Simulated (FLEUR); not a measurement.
**Magnetic state of MnO2 (Pyrolusite) from several starts**

Does MnO2 (Pyrolusite) prefer parallel or opposed moments?

Method: PBE with U = 4 eV on Mn d; all-electron FLAPW, Dirac cores, scalar-relativistic bands, in FLEUR MaX-R8.1.

The experiments to compare with:

“Local electronic structure of dilute hydrogen in beta-MnO2” (2024, arxiv:2401.02109) quotes from earlier work for MnO2, rutile (bulk crystal): moment (ordered Mn moment in helical phase) 2.34 μB [Earlier experimental value quoted in discussion; measurement temperature and sample not …].

**1. The starting structure**

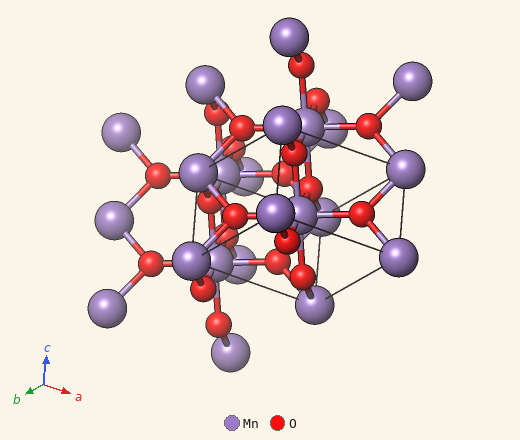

The starting structure, seen from a free direction (manganese light purple, oxygen red). 1×2×2 cells are drawn. Some periodic images of atoms are drawn too.

Coordinates:

```cif
data_structure
_symmetry_space_group_name_H-M 'P 1'
_symmetry_Int_Tables_number 1
_cell_length_a 4.3983
_cell_length_b 4.3983
_cell_length_c 2.8730
_cell_angle_alpha 90.000
_cell_angle_beta 90.000
_cell_angle_gamma 90.000
_cell_volume 55.58
loop_
_atom_site_label
_atom_site_type_symbol
_atom_site_fract_x
_atom_site_fract_y
_atom_site_fract_z
_atom_site_occupancy
Mn1 Mn 0.00000 0.00000 0.00000 1
Mn2 Mn 0.50000 0.50000 0.50000 1
O3 O 0.30515 0.30515 0.00000 1
O4 O 0.19485 0.80515 0.50000 1
O5 O 0.69485 0.69485 0.00000 1
O6 O 0.80515 0.19485 0.50000 1
```

**2. Order 1, typed as ferro ++**

The parallel start comes first: it shows whether parallel moments hold. A Hubbard U acts on the open shell, since semilocal functionals spread its electrons too much.

inpgen writes inp.xml from crystal.txt; cutoffs, mixing, functional, smearing and local orbitals are then set in the file. The k list default-1 (kpts.xml, not shown) is a Γ-centred 8×8×8 mesh; where the ranks do not divide the number of points, some are split in two of half the weight.

The input, inp.xml:

```
<?xml version="1.0" encoding="UTF-8" standalone="no"?>
<fleurInput fleurInputVersion="0.39">
   <comment>
      MnO2
   </comment>
   <calculationSetup>
      <cutoffs Kmax="4.4" Gmax="13.2" GmaxXC="13.2" numbands="0"/>
      <scfLoop itmax="120" minDistance="0.0001" maxIterBroyd="15" imix="Anderson" alpha="0.05" precondParam="0.0" spinf="2.0" sdNocoIR="T"/>
      <coreElectrons ctail="T" frcor="F" kcrel="0" coretail_lmax="0"/>
      <xcFunctional name="pbe" relativisticCorrections="F"/>
      <magnetism jspins="2"/>
      <soc l_soc="F" theta="0.0" phi="0.0" spav="F"/>
      <expertModes spex="0" secvar="F"/>
      <geometryOptimization l_f="F" forcealpha="1.0" forcemix="BFGS" epsdisp="0.00001" epsforce="0.00001"/>
      <ldaU l_linMix="F" mixParam="0.05" spinf="1.0"/>
   </calculationSetup>
   <cell>
      <bzIntegration valenceElectrons="54.0" mode="hist" fermiSmearingEnergy="0.00183747">
         <kPointListSelection listName="default-1"/>
         <xi:include xmlns:xi="http://www.w3.org/2001/XInclude" href="kpts.xml"> </xi:include>
      </bzIntegration>
      <xi:include xmlns:xi="http://www.w3.org/2001/XInclude" href="sym.xml"> </xi:include>
      <bulkLattice scale="1.0">
         <bravaisMatrix>
            <row-1>    8.3115824138281784     0.0000000000000000     0.0000000000000000</row-1>
            <row-2>    0.0000000000000000     8.3115824138281784     0.0000000000000000</row-2>
            <row-3>    0.0000000000000000     0.0000000000000000     5.4291831559758004</row-3>
         </bravaisMatrix>
      </bulkLattice>
   </cell>
   <atomSpecies>
      <species name="Manganese 4.500" element="Mn" atomicNumber="25">
         <mtSphere radius="2.21" gridPoints="731" logIncrement="0.017"/>
         <atomicCutoffs lmax="8" lnonsphr="6"/>
         <electronConfig flipSpins="F">
            <coreConfig>(1s1/2) (2s1/2) (2p1/2) (2p3/2)</coreConfig>
            <valenceConfig>(3s1/2) (3p1/2) (3p3/2) (4s1/2) (3d3/2) (3d5/2)</valenceConfig>
            <stateOccupation state="(3d3/2)" spinUp="1.75" spinDown="0.25"/>
            <stateOccupation state="(3d5/2)" spinUp="3.0" spinDown="0.0"/>
         </electronConfig>
         <energyParameters s="4" p="4" d="3" f="4"/>
         <ldaU l="2" U="4.0" J="0.0" l_amf="F"/>
         <lo type="SCLO" l="0" n="3" eDeriv="0"/>
         <lo type="SCLO" l="1" n="3" eDeriv="0"/>
      </species>
      <species name="Oxygen (O)" element="O" atomicNumber="8">
         <mtSphere radius="1.25" gridPoints="415" logIncrement="0.025"/>
         <atomicCutoffs lmax="6" lnonsphr="4"/>
         <electronConfig flipSpins="F">
            <coreConfig>(1s1/2)</coreConfig>
            <valenceConfig>(2s1/2) (2p1/2) (2p3/2)</valenceConfig>
            <stateOccupation state="(2p1/2)" spinUp="0.666667" spinDown="0.666667"/>
            <stateOccupation state="(2p3/2)" spinUp="1.333333" spinDown="1.333333"/>
         </electronConfig>
         <energyParameters s="2" p="2" d="3" f="4"/>
      </species>
   </atomSpecies>
   <atomGroups>
      <atomGroup species="Manganese 4.500">
         <relPos label="                   1">.0000000000 .0000000000 .0000000000</relPos>
         <relPos label="                   2">1.000/2.000 1.000/2.000 1.000/2.000</relPos>
         <force calculate="T" relaxXYZ="TTT"/>
      </atomGroup>
      <atomGroup species="Oxygen (O)">
         <relPos label="                   3">.3051500000 .3051500000 .0000000000</relPos>
         <relPos label="                   4">.1948500000 -.1948500000 1.000/2.000</relPos>
         <relPos label="                   5">-.3051500000 -.3051500000 .0000000000</relPos>
         <relPos label="                   6">-.1948500000 .1948500000 1.000/2.000</relPos>
         <force calculate="T" relaxXYZ="TTT"/>
      </atomGroup>
   </atomGroups>
   <output dos="F" band="F" slice="F">
      <bandDOS minEnergy="-.5*Htr" maxEnergy="0.5*Htr" sigma="0.015" storeEVData="T"/>
      <plotting iplot="0" polar="F">
         <plot TwoD="T" vec1="  1.0  0.0  0.0" vec2="  0.0  1.0  0.0" vec3="  0.0  0.0  1.0" zero="  0.0  0.0  0.0" file="plot"/>
      </plotting>
      <moessbauerParams electricFieldGradient="F" isomerShift="F" coreHyperfine="F" valenceHyperfine="F"/>
   </output>
</fleurInput>
```

The input, crystal.txt:

```
MnO2
&input film=F cartesian=F /
4.39830000000  0.00000000000  0.00000000000
0.00000000000  4.39830000000  0.00000000000
0.00000000000  0.00000000000  2.87300000000
1.8897261246
1.0 1.0 1.0

6
25 0.00000000000  0.00000000000  0.00000000000 : 4.500
25 0.50000000000  0.50000000000  0.50000000000 : 4.500
8 0.30515000000  0.30515000000  0.00000000000
8 0.19485000000  0.80515000000  0.50000000000
8 0.69485000000  0.69485000000  0.00000000000
8 0.80515000000  0.19485000000  0.50000000000

&kpt div1=8 div2=8 div3=8 gamma=T /
```

Started as:

```
$ OMP_NUM_THREADS=1 inpgen -f crystal.txt > inpgen.log  # inp.xml is then edited as shown
$ OMP_NUM_THREADS=1 mpirun -n 4 fleur_MPI > fleur.log
```

What it wrote:

```text
Welcome to FLEUR        (www.flapw.de)
      MaX-Release 8.1          (www.max-centre.eu)

 ========== k-point set info ==========
 Selected k-point list: default-1
 k-point list type: mesh
 0 x 0 x 0
 Number of k points: 76

 ------------Calculation Setup---------------------------
 Number of MPI-tasks      :            4
 Number of PE/node        :            4
 Number of OMP-threads    :            1
 k-points in parallel     :            4
 pe's per k-point         :            1
 No of k-point loops      :           19
 Eigenvalue solver        :       lapack
 Number of basis functions:          592
 Approximate size of matrices (H+S) per k-point:         0.005 GB
 --------------------------------------------------------
 no density matrix found ... skipping LDA+U
 Reset of history
 Iteration:     1   Distance:      43.40222991 me/bohr^3
 Iteration:     2   Distance:      39.21266562 me/bohr^3
 Iteration:     3   Distance:      32.59982807 me/bohr^3
 Iteration:     4   Distance:      16.32867453 me/bohr^3
 Iteration:     5   Distance:      15.83084547 me/bohr^3
 Iteration:     6   Distance:       8.26205776 me/bohr^3
 Iteration:     7   Distance:       7.28955294 me/bohr^3
 Iteration:     8   Distance:       7.23374908 me/bohr^3
 Iteration:     9   Distance:       2.15975466 me/bohr^3
 Iteration:    10   Distance:       0.91311181 me/bohr^3
 Iteration:    11   Distance:       1.06847614 me/bohr^3
 Iteration:    12   Distance:       0.87929091 me/bohr^3
 Iteration:    13   Distance:       0.50653097 me/bohr^3
 Iteration:    14   Distance:       0.33591272 me/bohr^3
 Iteration:    15   Distance:       0.12906439 me/bohr^3
 Iteration:    16   Distance:       0.06453295 me/bohr^3
 Iteration:    17   Distance:       0.06115886 me/bohr^3
 Iteration:    18   Distance:       0.04708308 me/bohr^3
 Iteration:    19   Distance:       0.01619215 me/bohr^3
 Iteration:    20   Distance:       0.01213230 me/bohr^3
 Iteration:    21   Distance:       0.00647850 me/bohr^3
 Iteration:    22   Distance:       0.00173455 me/bohr^3
 Iteration:    23   Distance:       0.00337640 me/bohr^3
 Iteration:    24   Distance:       0.00040282 me/bohr^3
 Iteration:    25   Distance:       0.00043463 me/bohr^3
 Iteration:    26   Distance:       0.00014810 me/bohr^3
 Iteration:    27   Distance:       0.00007516 me/bohr^3

 ********************************************************************
 Run finished successfully
 Stop message:
   all done
 ********************************************************************

--- out.xml (last complete iteration) ---
<iteration numberForCurrentRun="   27" overallNumber="   27">
         [... left out ...]
         <bandgap value="0.0598347303" units="eV"/>
         <sumValenceSingleParticleEnergies value="-29.1259682371" units="Htr"/>
         <FermiEnergy value="0.2612207151" units="Htr"/>
         <valenceDensity>
            <mtCharges spin="1">
               <mtCharge atomType="1" total="8.2626822" s="1.1581962" p="3.2226303" d="3.7953114" f="0.0636445"/>
               <mtCharge atomType="2" total="1.9485340" s="0.6116424" p="1.3337633" d="0.0026864" f="0.0003744"/>
            </mtCharges>
            <mtCharges spin="2">
               <mtCharge atomType="1" total="5.2934363" s="1.1391704" p="3.2037190" d="0.8627718" f="0.0631351"/>
               <mtCharge atomType="2" total="1.9632251" s="0.6129372" p="1.3486714" d="0.0013669" f="0.0002150"/>
            </mtCharges>
            <spinDependentCharge spin="1" total="30.0057421" interstitial="5.6862416" mtSpheres="24.3195005"/>
            <spinDependentCharge spin="2" total="23.9942579" interstitial="5.5544850" mtSpheres="18.4397729"/>
            <totalCharge value="54.0000000000"/>
         </valenceDensity>
         [... left out ...]
         <allElectronCharges>
            <spinDependentCharge spin="1" total="44.0057421" interstitial="5.6862561" mtSpheres="38.3194860"/>
            <spinDependentCharge spin="2" total="37.9942579" interstitial="5.5544995" mtSpheres="32.4397584"/>
            <totalCharge value="81.9999999944"/>
         </allElectronCharges>
         <magneticMomentsInMTSpheres units="muBohr">
            <globalMagMoment atomType="1" vec="0.00000   0.00000   2.96925"/>
            <localMagMoment atomType="1" vec="0.00000   0.00000   2.96925"/>
            <globalMagMoment atomType="2" vec="0.00000   0.00000  -0.01469"/>
            <localMagMoment atomType="2" vec="0.00000   0.00000  -0.01469"/>
         </magneticMomentsInMTSpheres>
         <moessbauerParams unitsHFF="kG" unitsIS="e/bohr^3" unitsEFG="Htr/bohr^2">
         </moessbauerParams>
         <totalEnergy value="    -2618.0769537411" units="Htr">
            <sumOfEigenvalues value="    -1499.2634616877">
               <coreElectrons value="-1470.1374934505"/>
               <valenceElectrons value="-29.1259682371"/>
            </sumOfEigenvalues>
            <densityCoulombPotentialIntegral value="-3965.8540121230"/>
            <densityEffectivePotentialIntegral value="-4145.4483779741"/>
            <chargeDenXCDenIntegral value="-138.7067532018"/>
            <FockExchangeEnergyValence value="0.0000000000"/>
            <FockExchangeEnergyCore value="0.0000000000"/>
            <atomTypeDependentContributions atomType="1">
               <electronNucleiInteractionDifferentMTs value="2757.4696695326"/>
               <MadelungTerm value="-20.9956700159"/>
            </atomTypeDependentContributions>
            <atomTypeDependentContributions atomType="2">
               <electronNucleiInteractionDifferentMTs value="338.0491654478"/>
               <MadelungTerm value="-26.6069503633"/>
            </atomTypeDependentContributions>
            <dftUCorrection value="-0.4933445953"/>
            <tkbTimesEntropy value="0.0000514902"/>
            <freeEnergy value="-2618.0770052313"/>
            <extrapolationTo0K value="-2618.0769794862"/>
         </totalEnergy>
         <ldaUDensityMatrix>
            <densityMatrixFor spin="1" atomType="1" uIndex="1" l="2" U="4.00000000" J="0.00000000">
               (+0.77962,+0.00000) (+0.00000,+0.00000) (+0.00000,+0.14524) (+0.00000,+0.00000) (+0.17929,+0.00000)
               (+0.00000,+0.00000) (+0.70910,+0.00000) (+0.00000,+0.00000) (+0.00000,-0.24212) (+0.00000,+0.00000)
               (+0.00000,-0.14524) (+0.00000,+0.00000) (+0.81788,+0.00000) (+0.00000,+0.00000) (+0.00000,+0.14524)
               (+0.00000,+0.00000) (+0.00000,+0.24212) (+0.00000,+0.00000) (+0.70910,+0.00000) (+0.00000,+0.00000)
               (+0.17929,+0.00000) (+0.00000,+0.00000) (+0.00000,-0.14524) (+0.00000,+0.00000) (+0.77962,+0.00000)
            </densityMatrixFor>
            <densityMatrixFor spin="2" atomType="1" uIndex="1" l="2" U="4.00000000" J="0.00000000">
               (+0.16172,+0.00000) (+0.00000,+0.00000) (+0.00000,-0.06943) (+0.00000,+0.00000) (-0.05241,+0.00000)
               (+0.00000,+0.00000) (+0.20650,+0.00000) (+0.00000,+0.00000) (+0.00000,+0.10423) (+0.00000,+0.00000)
               (+0.00000,+0.06943) (+0.00000,+0.00000) (+0.12634,+0.00000) (+0.00000,+0.00000) (+0.00000,-0.06943)
               (+0.00000,+0.00000) (+0.00000,-0.10423) (+0.00000,+0.00000) (+0.20650,+0.00000) (+0.00000,+0.00000)
               (-0.05241,+0.00000) (+0.00000,+0.00000) (+0.00000,+0.06943) (+0.00000,+0.00000) (+0.16172,+0.00000)
            </densityMatrixFor>
         </ldaUDensityMatrix>
         <ldaUDensityMatrixConvergence>
            <distance spin="1" distance="0.000005"/>
            <distance spin="2" distance="0.000001"/>
         </ldaUDensityMatrixConvergence>
         <densityConvergence units="me/bohr^3">
            <chargeDensity spin="1" distance="0.0000658119"/>
            <chargeDensity spin="2" distance="0.0000164822"/>
            <overallChargeDensity distance="0.0000596350"/>
            <spinDensity distance="0.0000751625"/>
         </densityConvergence>
      </iteration>
```

The job ended after 2.2 min (4 MPI ranks of Arm Neoverse V1, shared host; peak memory 0.27 GiB).

Spin moment in the muffin-tin sphere by atom:

```
atom  spin moment in the muffin-tin sphere (μB)
 Mn1                                       2.97
 Mn2                                       2.97
  O3                                      -0.01
  O4                                      -0.01
  O5                                      -0.01
  O6                                      -0.01
```

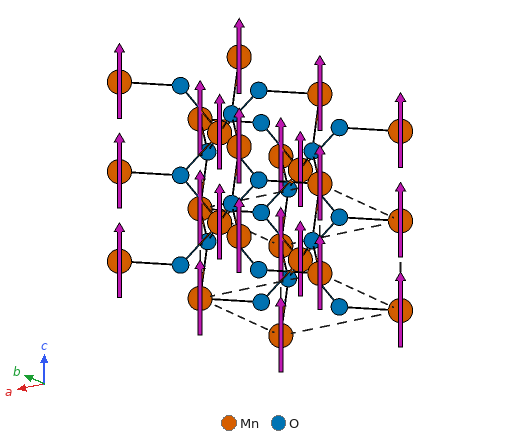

Spin moment in the muffin-tin sphere as arrows, the longest 2.97 μB. Up and down stand for the sign. Arrows give size and sign along the axis of quantisation, drawn up and down the page. 1×2×2 cells are drawn. Some periodic images of atoms are drawn too.

Read from the output:

```
free energy                                                       : -71241.5046 eV
program's band gap on this mesh (in a metal only a level spacing) : 0.05983 eV
magnetization                                                     : 6.011 μB
final state                                                       : ferromagnetic
```

After 27 cycles the largest moment stands at 2.97 μB.

(Part 1 of 4 ends here.)

[Logs and program files are shortened in this print: banners, set-up blocks, solver, clock and traceback lines can be left out without a mark of their own.]

[Logs are printed without paths, hosts, clocks, repeated set-up lines and the standing remarks that a program may print on its own settings, such as how far it seeks lower states.]

[Hosts, paths, dates, database ids (printed as entryN), source tags and the programs' standing remarks are cut or masked in the printed files.]

[Where a cell is said to come from a database of computed structures, the database is the Materials Project.]
